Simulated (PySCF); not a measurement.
Vertical excitations of a molecule CH₇Cl₂NSi₂ from TDA-PBE0/def2-SVPD in PySCF, as energy in eV (oscillator strength): 5.66 (0.006), 5.87 (0.041), 6.12 (0.044), 6.54 (0.021), 6.72 (0.008), 6.85 (0.004), 6.96 (0.012), 7.15 (0.010), 7.17 (0.015), 7.33 (0.017). Lowest triplet (TDA): 5.28 eV. Geometry optimised at PBE-D3(BJ)/def2-SVP. The values are those of a single conformer.

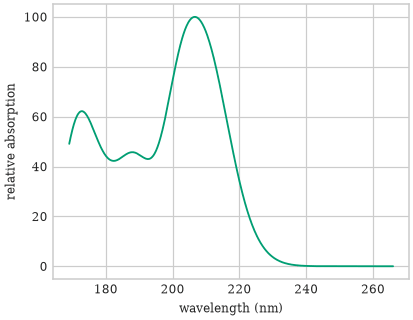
*The lines broadened by 0.4 eV.*

Q: Which molecule gave these data?
A. C[SiH2]N[SiH](Cl)Cl
B. CN[Si@H](Cl)[SiH2]Cl
C. CN([SiH3])[SiH](Cl)Cl
D. CN[SiH2][SiH](Cl)Cl

A: B, CN[Si@H](Cl)[SiH2]Cl
